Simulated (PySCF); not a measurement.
# GaCl (SMILES [Cl][Ga]) at CCSD(T)/cc-pVTZ

What is the energy change on altering one bond length of GaCl at CCSD(T)/cc-pVTZ? The job is set up through a Python script.

The calculation is run with PySCF 2.14.0.

3 further runs of the same task are left out: 3 set aside as unsound or not needed.

## 1. Starting point

GaCl has 2 atoms, charge 0, and is taken as a singlet. SMILES: `[Cl][Ga]`. The shape comes from GFN2-xTB, which is rough for such elements, and wasn't checked as a minimum.

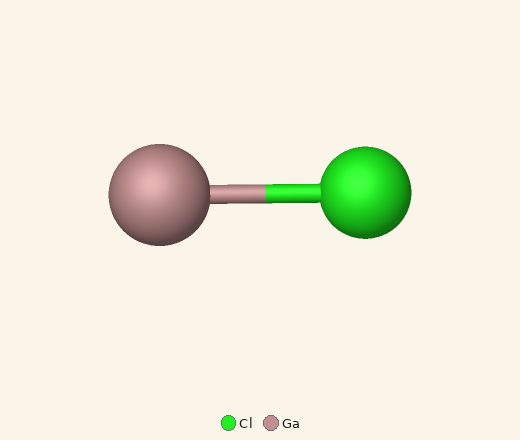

The structure, seen from a chosen angle (chlorine green, gallium pink).

## 2. A single-point energy at CCSD(T)/cc-pVTZ

calc.py reads:

```python
# ClGa
from pyscf import gto, cc

mol = gto.Mole()
mol.atom = '''
Cl   0.000000   0.000000   0.000000
Ga   0.000000   0.000000   2.168600
'''
mol.verbose = 3
mol.max_memory = 1860
mol.basis = 'cc-pvtz'
mol.spin = 0
mol.charge = 0
mol.build()

mf = mol.RHF()
mf.conv_tol = 1e-10
mf.kernel()
if not mf.converged:
    mf = mf.newton().run(mf.mo_coeff, mf.mo_occ)

mycc = cc.CCSD(mf, frozen=14)
mycc.kernel()
e_t = mycc.ccsd_t()
etot = mycc.e_tot + e_t
print(f'total energy: {etot:.8f} hartree')
```

Command:

```
$ OMP_NUM_THREADS=1 python calc.py
```

Output:

```text
converged SCF energy = -2382.87908098075
E(CCSD) = -2383.212613013412  E_corr = -0.3335320326595393
CCSD(T) correction = -0.0166568438223128
total energy: -2383.22926986 hartree
```

Wall time 9 s (1 thread of Arm Neoverse V2, shared host); peak memory 0.26 GiB.

## 3. The distorted shape, same level

input.py reads:

```python
from pyscf import gto, scf, cc

mol = gto.Mole()
mol.atom = '''
Cl     0.000000     0.000000    -1.734900
Ga     0.000000     0.000000     2.168600
'''
mol.verbose = 3
mol.max_memory = 1860
mol.spin = 0
mol.basis = 'cc-pvtz'
mol.build()

mf = scf.RHF(mol)
mf.conv_tol = 1e-10
mf.kernel()
if not mf.converged:
    mf = mf.newton().run(mf.mo_coeff, mf.mo_occ)

mycc = cc.CCSD(mf, frozen=14)
mycc.kernel()
e_t = mycc.ccsd_t()
e_final = mycc.e_tot + e_t
print('E = %.10f Eh' % e_final)
```

Command:

```
$ OMP_NUM_THREADS=1 python input.py
```

Output:

```text
converged SCF energy = -2382.77551195961
E(CCSD) = -2383.096786561123  E_corr = -0.3212746015146659
CCSD(T) correction = -0.0153009430535044
E = -2383.1120875042 Eh
```

It took 11 s on 1 thread of Arm Neoverse V2, shared host; peak memory 0.25 GiB.

## 4. Results

At CCSD(T)/cc-pVTZ, 14 core orbitals frozen:

| quantity | value |
| --- | --- |
| first shape: total energy | -2383.22927 Eh |
| first shape: dipole moment (Hartree–Fock density) | 2.01 D |
| first shape: HOMO energy (Hartree–Fock orbitals) | -9.45 eV |
| first shape: LUMO energy (Hartree–Fock orbitals) | 0.95 eV |
| first shape: HOMO–LUMO gap (Hartree–Fock orbitals) | 10.40 eV |
| first shape: correlation energy (14 core orbitals frozen) | -350.2 mEh |
| first shape: (T) correction | -16.66 mEh |
| first shape: T1 diagnostic | 0.012 |
| distorted shape: total energy | -2383.11209 Eh |
| distorted shape: dipole moment (Hartree–Fock density) | 14.88 D |
| distorted shape: HOMO energy (Hartree–Fock orbitals) | -8.09 eV |
| distorted shape: LUMO energy (Hartree–Fock orbitals) | -1.39 eV |
| distorted shape: HOMO–LUMO gap (Hartree–Fock orbitals) | 6.70 eV |
| distorted shape: correlation energy (14 core orbitals frozen) | -336.6 mEh |
| distorted shape: (T) correction | -15.30 mEh |
| distorted shape: T1 diagnostic | 0.021 |
| energy change with the Cl1–Ga2 bond stretched from 2.169 to 3.904 Å | 3.189 eV |

In words: With the Cl1–Ga2 bond stretched from 2.169 to 3.904 Å the energy rises by 3.19 eV (308 kJ/mol). The first shape isn't relaxed at this level, so the change isn't measured from a minimum. The triples (first shape) make up 4.8 % of the correlation energy. The T1 diagnostic (distorted shape) of 0.021 is above the customary mark for such species, so a single reference may not serve. The triples (distorted shape) make up 4.5 % of the correlation energy.
